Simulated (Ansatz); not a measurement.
Base system: CdS in the zinc blende structure (space group F-43m, No. 216; a = 5.878 Å).

The change: an isotropic linear strain of +0.50 %, atoms relaxed at fixed cell.

The values are results of Ansatz (an electronic-structure program) r2SCAN, no spin-orbit coupling, not measurements.

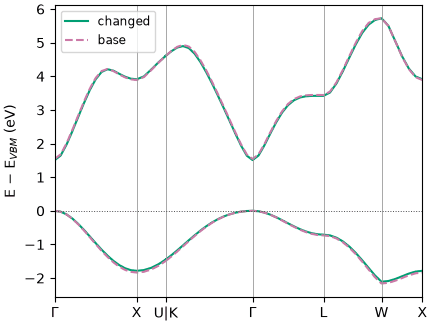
Highest valence and lowest conduction band along the path, each from its own valence-band maximum

**Question.** Read the changed gap and its character from the plot.

**Answer.** About 1.5 eV, direct at Γ.

Whether these cells are dynamically stable was not tested.
